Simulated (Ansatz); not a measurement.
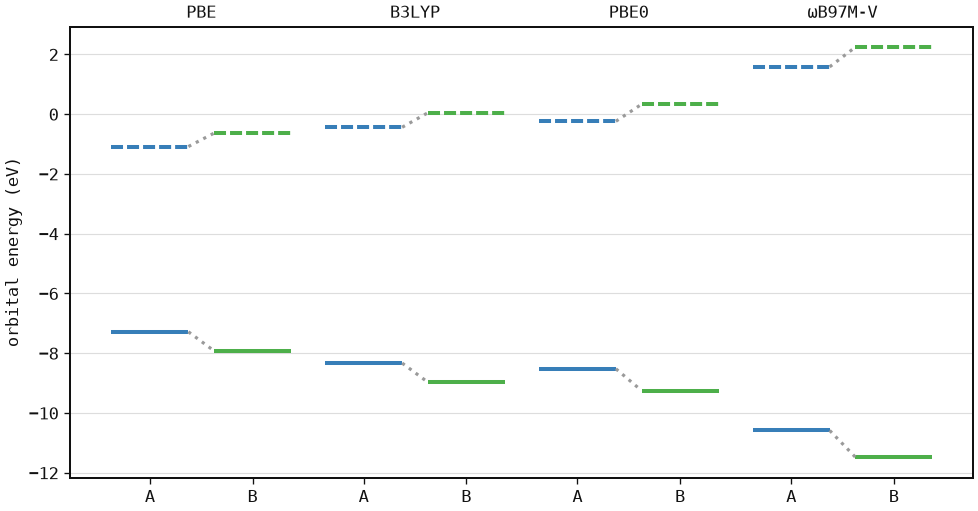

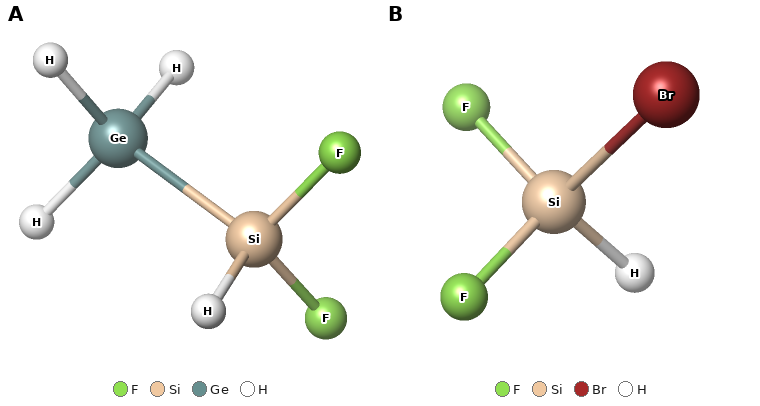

One change: A, GeSiH₄F₂ (SMILES F[SiH](F)[GeH3]), becomes B, SiHBrF₂ (SMILES F[SiH](F)Br). GeH₃ on Si is replaced by Br. HOMO (solid) and LUMO (dashed) computed in def2-TZVPP at PBE0-D4/def2-TZVP geometries, both minima by their frequencies, gas phase, the Ansatz code 0.2.0. Empty levels above zero depend strongly on the basis.

What does the change do to HOMO and LUMO?

Answer. PBE: the HOMO falls by 0.64 eV, the LUMO rises by 0.45 eV, and the separation goes from 6.20 to 7.29 eV. B3LYP: the HOMO falls by 0.64 eV, the LUMO rises by 0.48 eV, and the separation goes from 7.89 to 9.01 eV. PBE0: the HOMO falls by 0.73 eV, the LUMO rises by 0.57 eV, and the separation goes from 8.28 to 9.58 eV. ωB97M-V: the HOMO falls by 0.89 eV, the LUMO rises by 0.66 eV, and the separation goes from 12.17 to 13.72 eV.

Do the functionals agree on the effect?

Answer. They agree on the direction for both levels; the HOMO shift lies between −0.89 and −0.64 eV and the LUMO shift between 0.45 and 0.66 eV, while the separations themselves differ by up to 6.4 eV between functionals.
